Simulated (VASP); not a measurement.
Band structure of Re (relaxed from the simple-cubic structure, space group Pm-3m). These are PBEsol GGA, VASP's PBE PAW potentials (set 64) (plane waves; VASP) values and carry that method's errors.

Unless said otherwise, spin-orbit coupling is left out, though it shifts the bands of the heavy elements here.

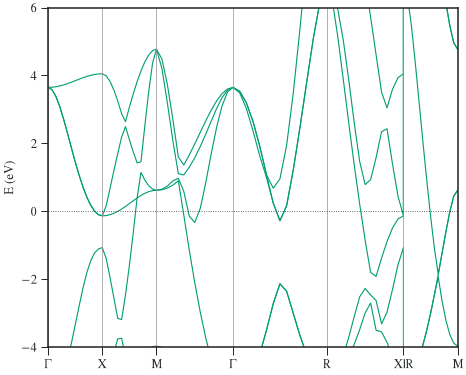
Figure: Bands along high-symmetry lines, zero at the valence-band maximum or, without a gap, the Fermi level

Question: Read the plot: is there a gap, and where are the band edges?

Answer: It has no gap at this level: it comes out as a metal or semimetal. (Edges off the drawn lines would not show.)

The structure was generated: Re was put into the simple-cubic type (Pm-3m), which need not be its known phase. It was relaxed first.
